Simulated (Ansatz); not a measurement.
**SPW92-D3(BJ)/6-31G(d,p) (density fitting with def2-universal-jkfit, Cartesian functions, damping of pbe) run of AlSiNH6O (SMILES O[SiH2][NH][AlH2])**

Aim: the energy change on altering one bond length of AlSiNH6O at SPW92-D3(BJ)/6-31G** (density fitting with def2-universal-jkfit, Cartesian functions, damping of pbe), from 2 runs. 

The results are computed with Ansatz 0.2.0.

1 further run of the same task is left out (set aside as unsound or not needed).

### 1 The structure to begin with

AlSiNH6O has 10 atoms, charge 0, and is taken as a singlet. As SMILES, `O[SiH2][NH][AlH2]`. Geometry: relaxed at PBE0-D4/def2-TZVP. This is one conformer, not always the lowest.

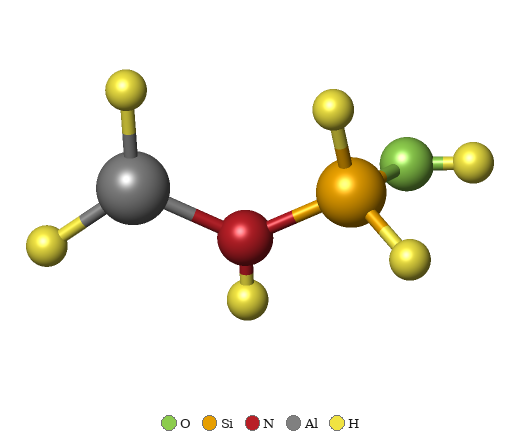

Viewed from a chosen angle; oxygen green, silicon amber, nitrogen red, aluminium grey, hydrogen yellow.

### 2 Energy and forces at SPW92-D3(BJ)/6-31G(d,p) (density fitting with def2-universal-jkfit, Cartesian functions, damping of pbe)

The input, input.yaml:

```yaml
crystal:
  periodic: [false, false, false]
  atoms:
    - {symbol: O, position_ang: [-1.817400, -0.693800, -1.056500]}
    - {symbol: Si, position_ang: [-0.576600, 0.373900, -0.851600]}
    - {symbol: "N", position_ang: [0.693300, -0.382300, 0.009600]}
    - {symbol: Al, position_ang: [1.233300, -0.094800, 1.686300]}
    - {symbol: H, position_ang: [-2.399800, -0.547900, -1.803100]}
    - {symbol: H, position_ang: [-1.000200, 1.543800, -0.039500]}
    - {symbol: H, position_ang: [-0.142800, 0.831300, -2.203200]}
    - {symbol: H, position_ang: [1.159400, -1.127800, -0.493000]}
    - {symbol: H, position_ang: [0.508400, 1.030600, 2.525200]}
    - {symbol: H, position_ang: [2.425400, -0.984200, 2.228700]}
basis:
  gaussian:
    orbitals: 6-31G_st__st_.json
    fitting: {mean_field: def2-universal-jkfit}
hamiltonian:
  xc: {name: SPW92}
  dispersion: {method: d3bj, functional: pbe}
  pseudopotentials: {relativity: none}
output: {forces: true}
```

The basis set 6-31G** is read from a file made from the Basis Set Exchange's data (not shown).

The run is started by

```bash
$ ansatz run input.yaml --threads 1 --pin off --max-ram 2610MiB --events-out events.jsonl --progress --plain --runs-dir runs
```

Output, cut to the lines that bear on the results:

```text
Warning: RAYON_NUM_THREADS=1 ignored (pool sized by the plan → 1); use --threads N
Functional definition: SPW92
  name "SPW92"
[...]
518 factors; integrals over basis functions are off by at most 3.7e-1 eV
[...]
mean field -18022.23377161 eV, -662.3048751979 hartree, gradient 1.1e-5 eV, S^2 0.000000; 0 other end points of the search recorded, 0 dependent functions left out
[...]
reference -18022.23381873 eV, -662.3048769294 hartree; 24, 24 occupied and 74, 74 virtual orbitals, 518 factors
Total energy: -18022.42491564 eV, -662.3118996113 hartree
Atom 0 at    -1.817400    -0.693800    -1.056500 Å, force     0.300700    -0.340320     0.593629 eV/Å
Atom 1 at    -0.576600     0.373900    -0.851600 Å, force    -0.193684     0.028653     0.010898 eV/Å
Atom 2 at     0.693300    -0.382300     0.009600 Å, force    -0.104837     0.267409     0.233779 eV/Å
Atom 3 at     1.233300    -0.094800     1.686300 Å, force    -0.072312     0.046468     0.000133 eV/Å
Atom 4 at    -2.399800    -0.547900    -1.803100 Å, force    -0.440546     0.118482    -0.594966 eV/Å
Atom 5 at    -1.000200     1.543800    -0.039500 Å, force     0.029806     0.215871     0.204111 eV/Å
Atom 6 at    -0.142800     0.831300    -2.203200 Å, force     0.147950     0.089632    -0.245850 eV/Å
Atom 7 at     1.159400    -1.127800    -0.493000 Å, force     0.295642    -0.449985    -0.298065 eV/Å
Atom 8 at     0.508400     1.030600     2.525200 Å, force    -0.115666     0.153631     0.067481 eV/Å
Atom 9 at     2.425400    -0.984200     2.228700 Å, force     0.152948    -0.129841     0.028851 eV/Å
Dipole moment:    -0.015102    -0.048237    -0.341547 e Å
```

Wall time 2.8 s (1 thread of Intel Xeon at 2.50GHz (Skylake/Cascade Lake), shared host); peak memory 0.12 GiB.

### 3 The distorted shape

The input, input.yaml:

```yaml
crystal:
  periodic: [false, false, false]
  atoms:
    - {symbol: O, position_ang: [-1.859766, -0.576792, -0.975278]}
    - {symbol: Si, position_ang: [-0.618966, 0.490908, -0.770378]}
    - {symbol: "N", position_ang: [0.650934, -0.265292, 0.090822]}
    - {symbol: Al, position_ang: [1.190934, 0.022208, 1.767522]}
    - {symbol: H, position_ang: [-2.442166, -0.430892, -1.721878]}
    - {symbol: H, position_ang: [-1.000200, 1.543800, -0.039500]}
    - {symbol: H, position_ang: [-0.185166, 0.948308, -2.121978]}
    - {symbol: H, position_ang: [1.117034, -1.010792, -0.411778]}
    - {symbol: H, position_ang: [0.466034, 1.147608, 2.606422]}
    - {symbol: H, position_ang: [2.383034, -0.867192, 2.309922]}
basis:
  gaussian:
    orbitals: 6-31G_st__st_.json
    fitting: {mean_field: def2-universal-jkfit}
hamiltonian:
  xc: {name: SPW92}
  dispersion: {method: d3bj, functional: pbe}
  pseudopotentials: {relativity: none}
output: {forces: true}
```

The basis set 6-31G** is read from a file made from the Basis Set Exchange's data (not shown).

The run is started by

```bash
$ ansatz run input.yaml --threads 1 --pin off --max-ram 2610MiB --events-out events.jsonl --progress --plain --runs-dir runs
```

Output, cut to the lines that bear on the results:

```text
Warning: RAYON_NUM_THREADS=1 ignored (pool sized by the plan → 1); use --threads N
[... 2 set-up lines as earlier in the session ...]
[...]
518 factors; integrals over basis functions are off by at most 3.7e-1 eV
[...]
mean field -18021.94272881 eV, -662.2941795723 hartree, gradient 1.2e-5 eV, S^2 0.000000; 0 other end points of the search recorded, 0 dependent functions left out
[...]
reference -18021.94277562 eV, -662.2941812924 hartree; 24, 24 occupied and 74, 74 virtual orbitals, 518 factors
Total energy: -18022.13462282 eV, -662.3012315470 hartree
Atom 0 at    -1.859766    -0.576792    -0.975278 Å, force     0.251648    -0.366566     0.571017 eV/Å
Atom 1 at    -0.618966     0.490908    -0.770378 Å, force     0.828489    -2.802573    -1.970576 eV/Å
Atom 2 at     0.650934    -0.265292     0.090822 Å, force    -0.053695     0.216796     0.233937 eV/Å
Atom 3 at     1.190934     0.022208     1.767522 Å, force    -0.065348     0.020754    -0.028300 eV/Å
Atom 4 at    -2.442166    -0.430892    -1.721878 Å, force    -0.426519     0.097376    -0.595653 eV/Å
Atom 5 at    -1.000200     1.543800    -0.039500 Å, force    -1.038197     3.174210     2.254496 eV/Å
Atom 6 at    -0.185166     0.948308    -2.121978 Å, force     0.165982     0.072220    -0.284688 eV/Å
Atom 7 at     1.117034    -1.010792    -0.411778 Å, force     0.306382    -0.447128    -0.282661 eV/Å
Atom 8 at     0.466034     1.147608     2.606422 Å, force    -0.120953     0.160505     0.066664 eV/Å
Atom 9 at     2.383034    -0.867192     2.309922 Å, force     0.152212    -0.125595     0.035763 eV/Å
Dipole moment:    -0.028199    -0.014699    -0.321141 e Å
```

It took 2.5 s on 1 thread of Intel Xeon at 2.50GHz (Skylake/Cascade Lake), shared host; peak memory 0.12 GiB.

### 4 Results

At SPW92-D3(BJ)/6-31G** (density fitting with def2-universal-jkfit, Cartesian functions, damping of pbe):

```
                                                          quantity          value
                                         first shape: total energy  -662.31190 Eh
                                        first shape: dipole moment         1.66 D
                                    first shape: dispersion energy  -18.44 kJ/mol
                             first shape: largest force on an atom     0.750 eV/Å
                                     distorted shape: total energy  -662.30123 Eh
                                    distorted shape: dipole moment         1.55 D
                                distorted shape: dispersion energy  -18.51 kJ/mol
                         distorted shape: largest force on an atom     4.029 eV/Å
energy change with the Si2–H6 bond shortened from 1.486 to 1.337 Å       0.290 eV
```

**Reading.** With the Si2–H6 bond shortened from 1.486 to 1.337 Å the energy rises by 0.29 eV (28.0 kJ/mol). The first shape isn't relaxed at this level, so the change isn't measured from a minimum. The largest force (first shape) is 0.75 eV/Å: the shape isn't a stationary point for this species at this level.
